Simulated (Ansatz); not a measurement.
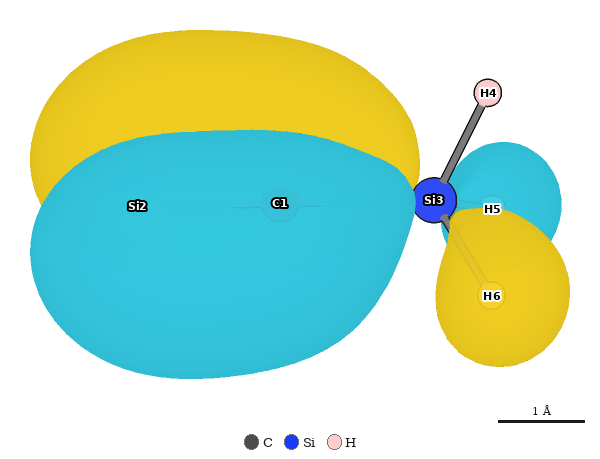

*CH3Si2 (SMILES [Si-]#C[SiH3]) (charge −1). The HOMO at ±0.06 Å⁻³ᐟ² (yellow and cyan are the two phases), seen at an oblique angle.*

Geometry: r2SCAN-D4/def2-SVPD.

The calculation used isolated molecule in a Gaussian basis; Kohn-Sham density functional theory, functional PBE0 in Ansatz.

```yaml
atoms:
  - { symbol: C, position_ang: [-1.0542, 0.7548, -2.6413] }
  - { symbol: Si, position_ang: [-2.3835, 0.3695, -1.7207] }
  - { symbol: Si, position_ang: [0.3783, 1.1681, -3.6339] }
  - { symbol: H, position_ang: [1.1147, 2.4334, -3.2317] }
  - { symbol: H, position_ang: [0.1115, 1.3950, -5.1112] }
  - { symbol: H, position_ang: [1.4869, 0.1308, -3.6525] }
```

Q: What is the character of this orbital?

A: It lies mainly on C1 (about 45 %) and Si2 (about 40 %); π-bonding across C1–Si2. It is one of a degenerate set, so its orientation is arbitrary. Its energy is −1.15 eV.
